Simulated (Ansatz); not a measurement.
**BrHNSi (SMILES [N]=[SiH]Br) (doublet): density, localisation and related maps**

Input

```
crystal:
  periodic: [false, false, false]
  atoms:
    - symbol: Br
      position_ang: [1.298055, 2.224340, -0.214743]
    - symbol: "N"
      position_ang: [-1.660651, 1.654303, 1.445678]
    - symbol: Si
      position_ang: [-0.893585, 2.115746, 0.063292]
    - symbol: H
      position_ang: [-1.617885, 2.514773, -1.164732]
basis:
  gaussian:
    orbitals: def2-TZVPD
magnetization:
  spin_polarized: true
  initial_magnetization: 1
hamiltonian:
  xc: pbe0
output: {forces: true, orbitals: {seedname: orbitals}}
```

Command:

```sh
ansatz run input.yaml --threads 1 --pin off --max-ram 2610MiB --events-out events.jsonl --progress --plain --runs-dir runs
```

Geometry: B3LYP/6-31G*.

Level of theory: isolated molecule in a Gaussian basis; Kohn-Sham density functional theory, functional PBE0 in Ansatz 0.2.0.

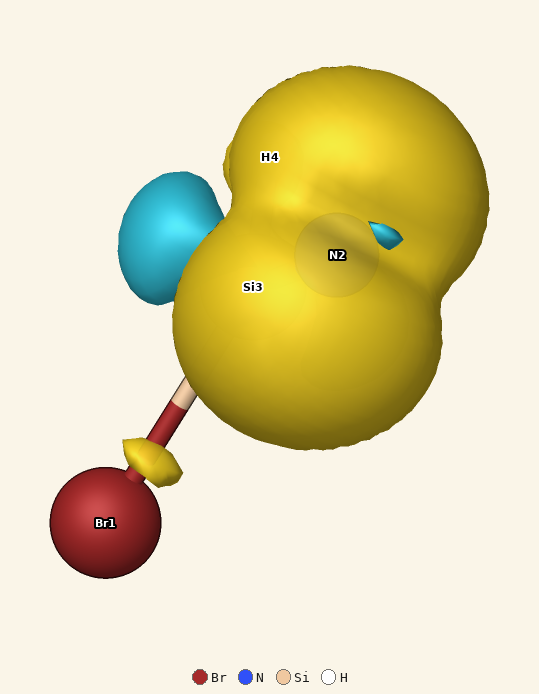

Figure 1. Isosurfaces of the spin density at +0.02 (yellow) and −0.02 e/Å³ (cyan), seen at an oblique angle.

> Where is the unpaired spin?

The unpaired spin (1 electron) lies mostly on N2 (about 0.9), in electrons by Hirshfeld's partition.

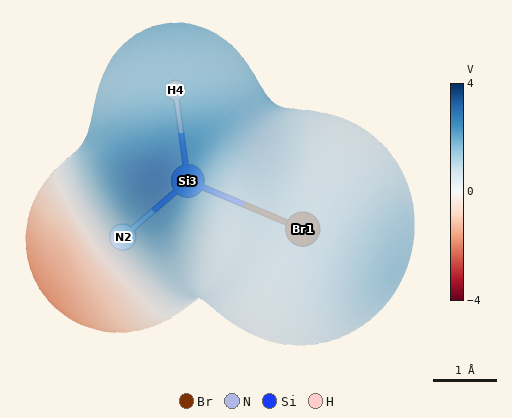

Figure 2. The molecular electrostatic potential painted on the density surface at 0.004 e/bohr³, seen at a tilt; the colour scale runs from red (negative) to blue (positive).

> Where is the surface potential most negative and most positive?

The most negative region (about −1.9 V) lies over N2, the most positive (about +3.1 V) over Si3. Br1 shows a σ-hole: about +1.4 V at the tip opposite its bond, against about +0.4 V on its flanks. N2 is the likeliest acceptor of a hydrogen bond.

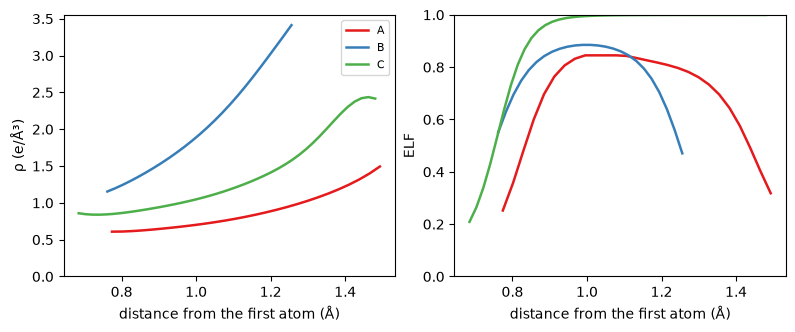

Figure 3. Electron density and electron localisation function along straight lines between neighbouring atoms. The curves leave out the atomic cores.

> Which curve belongs to which contact (Si–Br, Si–H and Si–N)? The first atom named is at distance zero.

Curve A: Si–Br (2.21 Å): ρ is about 0.78 e/Å³ halfway; the ELF peaks at about 0.85 between the atoms (a shared but strongly polarised pair). Curve B: Si–N (1.65 Å): ρ at the midpoint is about 1.3 e/Å³; the ELF peaks at about 0.90 between the atoms; a short, strongly polar bond. Curve C: Si–H (1.48 Å): ρ at the midpoint is about 0.84 e/Å³; the ELF climbs to about 1 towards the hydrogen, as it does in any bond to H.
